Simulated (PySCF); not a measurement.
# C$_{4}$H$_{11}$ClOSi$_{2}$: what the fields show

| atom | x (Å) | y (Å) | z (Å) |
| --- | --- | --- | --- |
| Si | 3.8179 | 0.3822 | -0.9000 |
| O | 2.4167 | -0.4110 | -0.4765 |
| Si | 1.0521 | -0.2648 | 0.4363 |
| Cl | 1.3369 | 1.3149 | 1.7645 |
| C | -0.4233 | 0.1433 | -0.6278 |
| C | -1.6905 | 0.3110 | 0.1773 |
| C | -3.0371 | 0.0986 | -0.4483 |
| C | -2.5139 | -0.8873 | 0.5554 |
| H | 4.5351 | -0.4728 | -1.8854 |
| H | 3.4945 | 1.6986 | -1.5263 |
| H | 4.6779 | 0.5985 | 0.2989 |
| H | 0.8797 | -1.4990 | 1.2429 |
| H | -0.5363 | -0.6650 | -1.3721 |
| H | -0.1868 | 1.0591 | -1.1980 |
| H | -1.6348 | 1.1037 | 0.9313 |
| H | -3.8576 | 0.7578 | -0.1530 |
| H | -3.0631 | -0.2059 | -1.4987 |
| H | -2.1905 | -1.8666 | 0.1898 |
| H | -2.9691 | -0.9121 | 1.5488 |

Geometry: PBE0-D3(BJ)/def2-SVP.

Theory: CAM-B3LYP/def2-SVPD, SCF density, gas phase (PySCF 2.14.0).

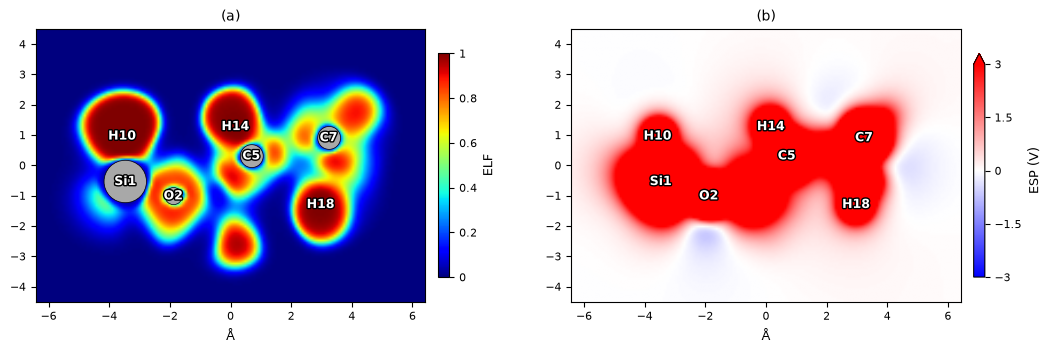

Figure 1. (a) electron localisation function; (b) molecular electrostatic potential on the plane of atoms O2, Si1 and H10. Grey discs cover the atomic cores in the ELF map.

Question: Interpret the plot.

Answer: The plane passes through Si, O, C and H nuclei. Si–O (1.66 Å): the ELF peaks at about 0.85 between the atoms; a polar covalent bond. C–H (1.10 Å): the ELF climbs to about 1 towards the hydrogen, as it does in any bond to H (an ordinary covalent bond to hydrogen). Si–H (1.49 Å): the ELF climbs to about 1 towards the hydrogen. The ELF also peaks beside O2, away from the bonds: lone-pair regions. Outside the dense part of the molecule the potential is most negative (−0.7 V) near O2.

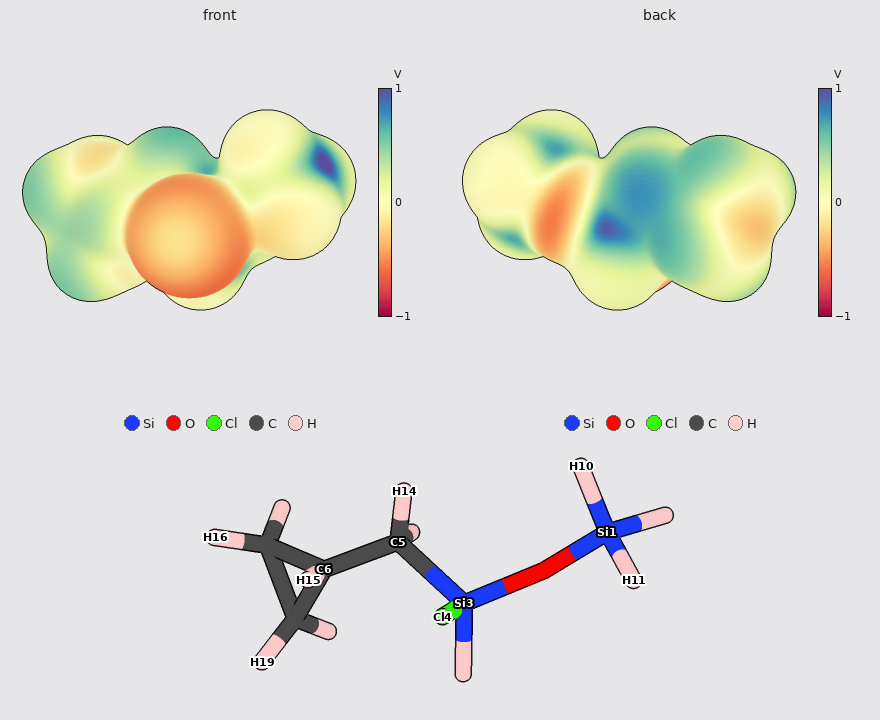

Figure 2. The electrostatic potential painted on the density surface at 0.001 e/bohr³, seen from the front and from behind; red is negative and blue positive. The bare structure is drawn below in the same view.

Question: Where is the surface potential most negative and most positive?

Answer: The most negative region (about −0.6 V) lies over O2 and Cl4, the most positive (about +0.9 V) over Si1 and Si3.

Question: What dipole moment does the calculation give?

Answer: Its dipole moment is 1.57 D.
